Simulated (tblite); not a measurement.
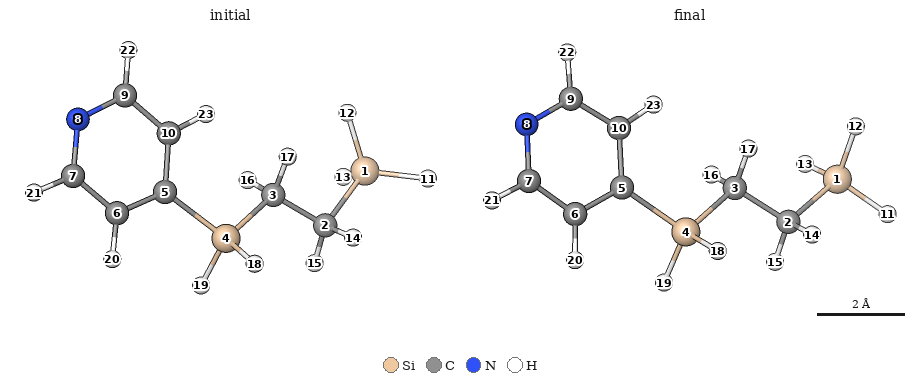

The structure of C$_{7}$H$_{13}$NSi$_{2}$ before (left) and after (right) a relaxation, at one scale.

Style: ball-and-stick. Shown at a tilt.

Method: GFN2-xTB geometry optimisation, gas phase (tblite 0.8.0). 

Summarise the run.

The atom that moves furthest after the best rigid fit is H12 (1.17 Å). By element the largest moves are H 1.17 Å, Si 0.37 Å, C 0.36 Å, N 0.33 Å. Near-neighbour distances that change, for instance: C3–Si4 1.834 → 1.899 Å, C3–H16 1.138 → 1.092 Å, Si4–C5 1.850 → 1.892 Å, C5–C6 1.353 → 1.392 Å. Bond angles that change, for instance: N8–C9–C10 116.1° → 123.5°, N8–C9–H22 122.0° → 115.4°, Si1–C2–C3 106.4° → 112.7°. Groups turn about Si1–C2 by about 35°. The energy falls by 13.4 kcal/mol in 108 geometry steps.
